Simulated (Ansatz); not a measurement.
# BCl2H3O4Si: how energies converge with the basis set

How large a basis does BCl2H3O4Si need? Two functionals are run in growing sets.

Method: one geometry, several basis sets; program: Ansatz 0.2.0, Gaussian basis.

The runs, in order: PBE0-D4/def2-SVP; ωB97M-V/def2-SVP; PBE0-D4/def2-QZVPP; ωB97M-V/def2-QZVPP; the functionals' def2-TZVPP values are taken from earlier runs.

### 1 The relaxed structure

The geometry comes from an earlier relaxation with PBE0-D4 in a triple-zeta def2 set; it is a stationary point, not always the lowest conformer.

SMILES `O[Si](O)(O)OB(Cl)Cl`, 11 atoms, charge 0, spin multiplicity 1.

Atoms are counted from 1 here; the program's logs count them from 0.

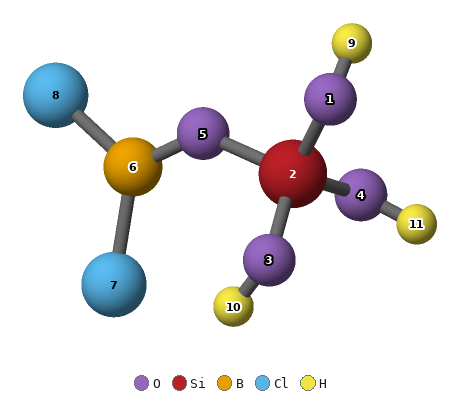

The geometry (oxygen purple, silicon red, boron amber, chlorine blue, hydrogen yellow); atoms are numbered from 1 in the order of the file.

### 2 PBE0-D4 in def2-SVP

The input, in.yaml:

```yaml
crystal:
  periodic: [false, false, false]
  atoms:
    - {symbol: O, position_ang: [0.519189, -0.368007, -2.162448]}
    - {symbol: Si, position_ang: [0.236598, -0.475687, -0.573334]}
    - {symbol: O, position_ang: [1.694061, -0.738424, 0.080045]}
    - {symbol: O, position_ang: [-0.892273, -1.580306, -0.176854]}
    - {symbol: O, position_ang: [-0.442900, 0.934798, -0.042910]}
    - {symbol: B, position_ang: [-0.576372, 1.567381, 1.115788]}
    - {symbol: Cl, position_ang: [0.189773, 0.961560, 2.595936]}
    - {symbol: Cl, position_ang: [-1.513205, 3.040706, 1.221488]}
    - {symbol: H, position_ang: [-0.233316, -0.264948, -2.745752]}
    - {symbol: H, position_ang: [1.763173, -0.630853, 1.031437]}
    - {symbol: H, position_ang: [-0.679330, -2.503120, -0.322795]}
basis:
  gaussian: {orbitals: def2-SVP}
hamiltonian: {xc: pbe0, dispersion: d4}
output: {orbitals: {seedname: orbitals}}
```

On the command line:

```console
$ ansatz run in.yaml --threads 4 --pin off --events-out ev --progress --plain --max-ram 11315MiB
```

Standard output:

```text
Functional definition: PBE0
  name "PBE0"
  cite "Adamo & Barone, J. Chem. Phys. 110, 6158 (1999) doi:10.1063/1.478522"
  cite "Perdew, Burke & Ernzerhof, Phys. Rev. Lett. 77, 3865 (1996) doi:10.1103/PhysRevLett.77.3865"
  parent pbe
  parameter a = 0.25
  parameter kappa = 0.804
  parameter beta = 0.06672455060314922
  exchange = (1 - a)*pbe_x(kappa = kappa, mu = beta*pi^2/3) + a*exact_x
  correlation = pbe_c(beta = beta)
1299 factors; integrals over basis functions are off by at most 1.2e-3 eV
mean field evaluation 1: about -41795.2127 eV, gradient 8.3e1 eV
mean field evaluation 2: about -41784.5760 eV, gradient 1.1e2 eV
mean field evaluation 4: about -41806.7885 eV, gradient 4.2e0 eV
mean field evaluation 8: about -41807.0197 eV, gradient 3.9e-1 eV
mean field evaluation 16: about -41807.0200 eV, gradient 9.8e-5 eV
mean field -41807.02003411 eV, -1536.3796484376 hartree, gradient 4.9e-5 eV, S^2 0.000000; 0 other end points of the search recorded, 0 dependent functions left out
reference -41807.02006024 eV, -1536.3796493977 hartree; 44, 44 occupied and 95, 95 virtual orbitals, 1299 factors
Total energy: -41807.33558958 eV, -1536.3912448870 hartree
```

Run time: 2.9 s. Hardware: 4 threads of Arm Neoverse V1, shared host.

### 3 ωB97M-V in def2-SVP

Changes to in.yaml since step 2:

```diff
@@ -16,3 +16,3 @@
   gaussian: {orbitals: def2-SVP}
-hamiltonian: {xc: pbe0, dispersion: d4}
+hamiltonian: {xc: {name: wB97M-V}}
 output: {orbitals: {seedname: orbitals}}
```

The command is unchanged.

Standard output (excerpt; [...] marks lines left out):

```text
Functional definition: wB97M-V
  name "wB97M-V"
  cite "Mardirossian & Head-Gordon, J. Chem. Phys. 144, 214110 (2016) doi:10.1063/1.4952647"
  cite "Becke, J. Chem. Phys. 107, 8554 (1997) doi:10.1063/1.475007"
  cite "Vydrov & Van Voorhis, J. Chem. Phys. 133, 244103 (2010) doi:10.1063/1.3521275"
  # Of w^i u^j: cxij and so on, Table III.
[...]
  gx(w, u) = 1 - cx + cx01*u + cx10*w
  gss(w, u) = css00 + css04*u^4 + css10*w + css20*w^2 + css43*w^4*u^3
  gos(w, u) = cos00 + cos10*w + (cos20 + cos21*u)*w^2 + (cos60 + cos61*u)*w^6
[...]
      + integral(e_c_pw_mod_opposite_spin*gos(b97_w_opposite, b97_u_opposite)) + vv10(b, c)
1299 factors; integrals over basis functions are off by at most 1.2e-3 eV
326 factors; integrals over basis functions are off by at most 7.1e-6 eV
[...]
mean field -41824.27826350 eV, -1537.0138766695 hartree, gradient 5.6e-5 eV, S^2 0.000000; 0 other end points of the search recorded, 0 dependent functions left out
reference -41824.27830437 eV, -1537.0138781714 hartree; 44, 44 occupied and 95, 95 virtual orbitals, 1299 factors
Total energy: -41824.27830437 eV, -1537.0138781714 hartree
```

It took 11 s on 4 threads of Arm Neoverse V1, shared host.

### 4 PBE0-D4 in def2-QZVPP

Changes to in.yaml since step 3:

```diff
@@ -15,4 +15,4 @@
 basis:
-  gaussian: {orbitals: def2-SVP}
-hamiltonian: {xc: {name: wB97M-V}}
+  gaussian: {orbitals: "def2-QZVPP.json"}
+hamiltonian: {xc: pbe0, dispersion: d4}
 output: {orbitals: {seedname: orbitals}}
```

Same command.

Standard output:

```text
Functional definition: PBE0
  name "PBE0"
  cite "Adamo & Barone, J. Chem. Phys. 110, 6158 (1999) doi:10.1063/1.478522"
  cite "Perdew, Burke & Ernzerhof, Phys. Rev. Lett. 77, 3865 (1996) doi:10.1103/PhysRevLett.77.3865"
  parent pbe
  parameter a = 0.25
  parameter kappa = 0.804
  parameter beta = 0.06672455060314922
  exchange = (1 - a)*pbe_x(kappa = kappa, mu = beta*pi^2/3) + a*exact_x
  correlation = pbe_c(beta = beta)
2208 factors; their error is unknown
mean field evaluation 1: about -41816.7777 eV, gradient 9.8e1 eV
mean field evaluation 2: about -41797.6319 eV, gradient 1.4e2 eV
mean field evaluation 4: about -41831.2305 eV, gradient 7.2e0 eV
mean field evaluation 8: about -41831.3103 eV, gradient 2.7e-1 eV
mean field evaluation 16: about -41831.3479 eV, gradient 3.9e-4 eV
mean field -41831.34794754 eV, -1537.2736827661 hartree, gradient 4.6e-5 eV, S^2 0.000000; 0 other end points of the search recorded, 0 dependent functions left out
reference -41831.34798649 eV, -1537.2736841976 hartree; 44, 44 occupied and 541, 541 virtual orbitals, 2208 factors
Total energy: -41831.66351583 eV, -1537.2852796869 hartree
```

Wall time 34 s (4 threads of Arm Neoverse V1, shared host); peak memory 3 GiB.

### 5 ωB97M-V in def2-QZVPP

Changes to in.yaml since step 4:

```diff
@@ -16,3 +16,3 @@
   gaussian: {orbitals: "def2-QZVPP.json"}
-hamiltonian: {xc: pbe0, dispersion: d4}
+hamiltonian: {xc: {name: wB97M-V}}
 output: {orbitals: {seedname: orbitals}}
```

Launched as before.

Standard output (excerpt; [...] marks lines left out):

```text
Functional definition: wB97M-V
  name "wB97M-V"
  cite "Mardirossian & Head-Gordon, J. Chem. Phys. 144, 214110 (2016) doi:10.1063/1.4952647"
  cite "Becke, J. Chem. Phys. 107, 8554 (1997) doi:10.1063/1.475007"
  cite "Vydrov & Van Voorhis, J. Chem. Phys. 133, 244103 (2010) doi:10.1063/1.3521275"
  # Of w^i u^j: cxij and so on, Table III.
[...]
  gx(w, u) = 1 - cx + cx01*u + cx10*w
  gss(w, u) = css00 + css04*u^4 + css10*w + css20*w^2 + css43*w^4*u^3
  gos(w, u) = cos00 + cos10*w + (cos20 + cos21*u)*w^2 + (cos60 + cos61*u)*w^6
[...]
      + integral(e_c_pw_mod_opposite_spin*gos(b97_w_opposite, b97_u_opposite)) + vv10(b, c)
2156 factors; their error is unknown
441 factors; integrals over basis functions are off by at most 2.2e-5 eV
[...]
mean field -41848.57994631 eV, -1537.9069470408 hartree, gradient 5.6e-5 eV, S^2 0.000000; 0 other end points of the search recorded, 0 dependent functions left out
reference -41848.58000806 eV, -1537.9069493098 hartree; 44, 44 occupied and 541, 541 virtual orbitals, 2156 factors
Total energy: -41848.58000806 eV, -1537.9069493098 hartree
```

Run time: 55 s. Hardware: 4 threads of Arm Neoverse V1, shared host; peak memory 3.6 GiB.

### 6 Functionals by basis

The def2-TZVPP values come from earlier runs at the same geometry.

```
functional       basis  functions  energy (eV)  from the largest (eV)  HOMO (eV)  LUMO (eV)
   PBE0-D4    def2-SVP        139  -41807.3356                 24.328      -8.87      -0.19
   PBE0-D4  def2-TZVPP        323  -41830.1242                  1.539      -9.05      -0.54
   PBE0-D4  def2-QZVPP        585  -41831.6635                  0.000      -9.09      -0.63
   ωB97M-V    def2-SVP        139  -41824.2783                 24.302     -11.10       2.02
   ωB97M-V  def2-TZVPP        323  -41847.1324                  1.448     -11.33       1.57
   ωB97M-V  def2-QZVPP        585  -41848.5800                  0.000     -11.38       1.07
```

### 7 Outcome

| quantity | value |
| --- | --- |
| PBE0-D4: double and triple zeta above quadruple | 24.33, 1.54 eV |
| ωB97M-V: double and triple zeta above quadruple | 24.30, 1.45 eV |

For PBE0-D4 the step from double to triple zeta gains 22.79 eV and the next only 1.54 eV. These are total energies; as a rule much of such shifts cancels in differences, which this series doesn't test. The LUMO of ωB97M-V is positive and keeps falling with the basis (2.02 to 1.07 eV): an unbound level that the basis holds in place.

For PBE0-D4 the largest set took about 12 times as long as the smallest (34 s against 2.9 s).
